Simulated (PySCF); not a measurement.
Run report: CoH3O3, frequency calculation

CoH3O3, multiplicity 5, computed with UKS-based PBE0, Co def2-TZVP, O def2-TZVP, H def2-TZVP; non-relativistic Hamiltonian; density fitting (PySCF 2.14.0).

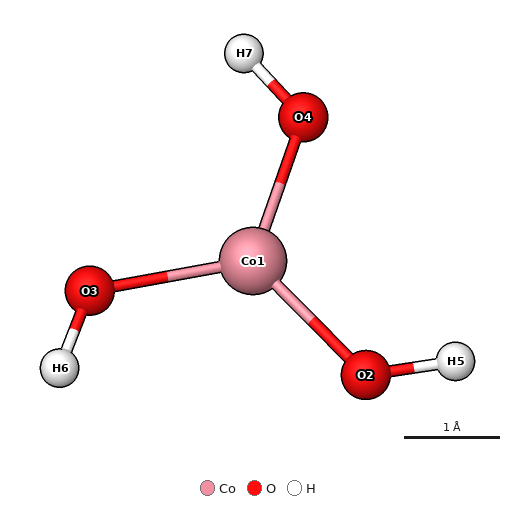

*The structure as given in the input (ball-and-stick view, seen at an oblique angle; atoms are numbered from 1 in the order of the input). Sticks mark near contacts.*

Bond lengths as drawn: Co–O 1.76 Å and H–O 0.96 Å.

Results in brief:

| quantity | value |
| --- | --- |
| outcome | converged |
| total energy | −1609.910607 hartree |
| ⟨S²⟩ | 6.018 |
| zero-point energy | 0.038676 hartree |
| dipole moment | 0.00 D |
| wavenumbers, lowest and highest | 148 and 3896 cm⁻¹ |
| hardware | 4 threads of Arm Neoverse V1, 24 GiB of memory available, shared host |
| wall time | 5.1 min (CPU time 12 min) |
| peak memory | 2.3 GiB |

Input:
```python
from pyscf import gto, scf, dft
mol = gto.M(atom='''
Co     0.000000    -0.000000     0.000000
O      1.760629     0.049810     0.000000
O     -0.923452     1.499845     0.000000
O     -0.837178    -1.549655     0.000000
H      2.289995    -0.751411     0.000000
H     -0.494257     2.358899     0.000000
H     -1.795738    -1.607488     0.000000''',
    basis={'Co': 'def2-TZVP', 'O': 'def2-TZVP', 'H': 'def2-TZVP'},
    charge=0, spin=4)
mf = dft.UKS(mol, xc='PBE0')
mf.grids.atom_grid = (75, 302)
aux = {'Co': 'def2-universal-JKFIT', 'O': 'def2-universal-JKFIT', 'H': 'def2-universal-JKFIT'}
mf = mf.density_fit(auxbasis=aux)
mf.conv_tol = 1e-09
mf.diis_space = 10
mf.max_cycle = 60
mf.verbose = 4
mf.kernel()
```

The script is an equivalent of the set-up of the self-consistent field. The run itself was carried out by a driver, which started from the orbitals of the step before it where there was one and computed the further properties.

Run as:
```bash
OMP_NUM_THREADS=4 python axn.py task.json out
```

The program's output:
```
init E= -1609.91060683349
  alpha nocc = 29  HOMO = -0.325198921124264  LUMO = 0.00153819191424276
  beta  nocc = 25  HOMO = -0.318607055889997  LUMO = -0.117767256858668
  HOMO = -0.31860705589  LUMO = -0.117767256859  gap/eV = 5.46513
cycle= 1 E= -1609.91060683293  delta_E= 5.61e-10  |g|= 4.9e-05  |ddm|= 2.21e-05
  alpha nocc = 29  HOMO = -0.325195561258657  LUMO = 0.00153939335599773
  beta  nocc = 25  HOMO = -0.31859701839399  LUMO = -0.117749361698258
  HOMO = -0.318597018394  LUMO = -0.117749361698  gap/eV = 5.46534
cycle= 2 E= -1609.91060682455  delta_E= 8.39e-09  |g|= 0.000191  |ddm|= 8.27e-05
  alpha nocc = 29  HOMO = -0.325199695977893  LUMO = 0.00153827730656531
  beta  nocc = 25  HOMO = -0.318605660495877  LUMO = -0.117764613656446
  HOMO = -0.318605660496  LUMO = -0.117764613656  gap/eV = 5.46516
cycle= 3 E= -1609.91060683351  delta_E= -8.97e-09  |g|= 9.83e-06  |ddm|= 6.56e-05
  alpha nocc = 29  HOMO = -0.325199216256155  LUMO = 0.00153835755950382
  beta  nocc = 25  HOMO = -0.318605318964334  LUMO = -0.117764056909898
  HOMO = -0.318605318964  LUMO = -0.11776405691  gap/eV = 5.46517
cycle= 4 E= -1609.91060683354  delta_E= -2.98e-11  |g|= 6.81e-07  |ddm|= 4.85e-06
  alpha nocc = 29  HOMO = -0.325199086142203  LUMO = 0.00153839204284623
  beta  nocc = 25  HOMO = -0.318605228070807  LUMO = -0.117764047790546
  HOMO = -0.318605228071  LUMO = -0.117764047791  gap/eV = 5.46517
Extra cycle  E= -1609.91060683354  delta_E= 2.27e-12  |g|= 1.46e-06  |ddm|= 1.05e-06
converged SCF energy = -1609.91060683354  <S^2> = 6.0177449  2S+1 = 5.0070929
```

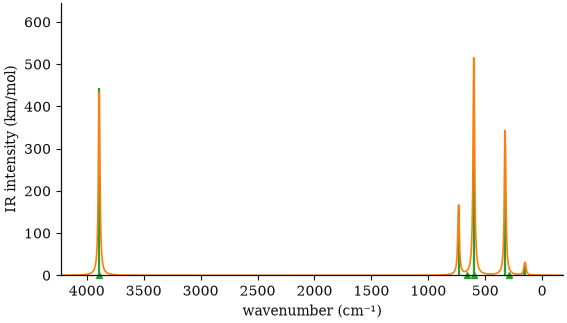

*Harmonic infrared spectrum, unscaled: sticks (degenerate modes added up, dark ones marked on the axis) with a Lorentzian envelope of 16 cm⁻¹ full width, scaled to the tallest stick.*

15 modes from 148 to 3896 cm⁻¹, none imaginary. The strongest line is at 600 cm⁻¹ (515 km/mol). All modes, in cm⁻¹ (km/mol): 148 (10.9), 148 (10.9), 156 (16.0), 295 (0.0), 295 (0.0), 325 (342), 597 (0.0), 600 (258), 600 (258), 664 (0.0), 735 (84), 735 (84), 3891 (221), 3891 (221), 3896 (0.0).

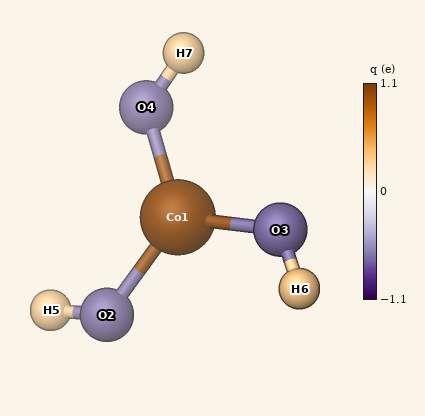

*Mulliken charges, as the colour of each atom (ball-and-stick view, seen at a tilt; atoms are numbered from 1 in the order of the input; Mulliken charges depend strongly on the basis).*

By element: Co +1.02, O −0.67 and H +0.33 e.
